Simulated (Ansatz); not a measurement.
# C₂H₃BClFO: up Jacob's ladder to CCSD(T)

Aim: compute C₂H₃BClFO with functionals from several rungs and with coupled cluster, and see how far each lands from CCSD(T) at the basis-set limit for the atomisation energy.

The runs use Ansatz 0.2.0, Gaussian basis; functionals in def2-TZVPP, the program's frozen cores in correlated methods.

Levels to be run: LDA (SPW92), PBE-D4, revPBE-D4, BLYP-D4, r2SCAN-D4, B97M-V, PBE0-D4, B3LYP-D4, r2SCANh-D4, r2SCAN0-D4, HSE06-D4, BHLYP-D4, CAM-B3LYP-D4, LC-ωPBE, ωB97X-V, ωB97M-V, B2PLYP, PBE-QIDH; CCSD(T)/def2-SVP; CCSD(T)/def2-TZVPP; MP2/def2-QZVPP; extrapolation to the limit; RPA on PBE.

## Step 1: The geometry

The geometry comes from an earlier relaxation with PBE0-D4 in a triple-zeta def2 set; it is a stationary point, not always the lowest conformer.

SMILES `C=COB(F)Cl`, 9 atoms, charge 0, spin multiplicity 1.

Atoms are counted from 1 here; the program's logs count them from 0.

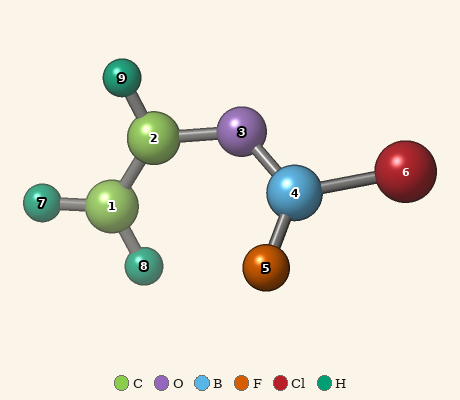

The structure; carbon green, oxygen purple, boron blue, fluorine orange, chlorine red, hydrogen teal; atoms are numbered from 1 in the order of the file.

## Step 2: LDA

This LDA is Slater exchange with PW92 correlation.

The input, in.yaml:

```yaml
crystal:
  periodic: [false, false, false]
  atoms:
    - {symbol: C, position_ang: [0.537952, -1.402719, -0.012783]}
    - {symbol: C, position_ang: [0.172586, -0.478131, 0.855858]}
    - {symbol: O, position_ang: [-0.610501, 0.614063, 0.583185]}
    - {symbol: B, position_ang: [-0.534388, 1.399481, -0.506650]}
    - {symbol: F, position_ang: [0.379011, 1.234489, -1.445431]}
    - {symbol: Cl, position_ang: [-1.683192, 2.708640, -0.672100]}
    - {symbol: H, position_ang: [1.131686, -2.238036, 0.332297]}
    - {symbol: H, position_ang: [0.268888, -1.362267, -1.060018]}
    - {symbol: H, position_ang: [0.426359, -0.521819, 1.908442]}
basis:
  gaussian: {orbitals: def2-TZVPP}
hamiltonian: {xc: lda}
output: {orbitals: {seedname: orbitals}}
```

Launch:

```
$ ansatz run in.yaml --threads 4 --pin off --events-out ev --progress --plain --max-ram 10444MiB
```

After this run come: PBE-D4 (GGA); revPBE-D4 (GGA); BLYP-D4 (GGA); r2SCAN-D4 (meta-GGA); B97M-V (meta-GGA); B3LYP-D4 (hybrid); r2SCANh-D4 (hybrid); r2SCAN0-D4 (hybrid); HSE06-D4 (hybrid); BHLYP-D4 (hybrid); CAM-B3LYP-D4 (range-separated); LC-ωPBE (range-separated); ωB97X-V (range-separated); ωB97M-V (range-separated); B2PLYP (double hybrid); PBE-QIDH (double hybrid); CCSD(T) in def2-SVP; CCSD(T) in def2-TZVPP; MP2 in def2-QZVPP; RPA on PBE orbitals.

Q: Predict the results of all the runs planned. Wanted: atomisation energy, CCSD(T)/CBS; farthest beyond LDA; mean size of error, GGA; mean size of error, meta-GGA; mean size of error, hybrid; mean size of error, range-separated; mean size of error, double hybrid; gap, smallest and largest; T1 diagnostic.

**Answer**, as computed:

```
                               quantity                                                        value
        atomisation energy, CCSD(T)/CBS                                                    40.717 eV
    functionals within 0.204 eV (0.5 %)  revPBE-D4, B3LYP-D4, r2SCANh-D4, LC-ωPBE, ωB97X-V, PBE-QIDH
                    farthest beyond LDA                                           PBE-D4 (+1.467 eV)
                mean size of error, GGA                                                     0.621 eV
           mean size of error, meta-GGA                                                     0.412 eV
             mean size of error, hybrid                                                     0.478 eV
    mean size of error, range-separated                                                     0.220 eV
      mean size of error, double hybrid                                                     0.139 eV
              gap, smallest and largest                    5.14 eV (LDA (SPW92)), 12.55 eV (LC-ωPBE)
                          T1 diagnostic                                                       0.0124
triples share of the correlation energy                                                        3.9 %
```

**Reading.** The LDA atomisation energy is off by 6.837 eV (17 %): it overbinds. PBE-D4 misses by +1.467 eV. Double hybrids carry the basis error of their MP2 part in triple zeta, and no dispersion term here, so their miss is partly the set-up's. By mean error the best rung here is double hybrid (0.139 eV) and the worst beyond LDA is GGA (0.621 eV). hybrid functionals lie within the reference's doubt of that worst mean (0.478 eV), so those two tie. The gap between the best rungs is small, so their order is not settled. The reference freezes the cores and leaves out relativity and excitations past (T), so misses under about 0.204 eV can't be ranked. Hartree-Fock recovers 74 % of the binding; the rest is correlation. CCSD(T) in def2-SVP is off by -1.607 eV, so the small basis spoils what the method gains. The gap grows from 5.1 to 12.6 eV across the functionals, mostly with the share of exact exchange.
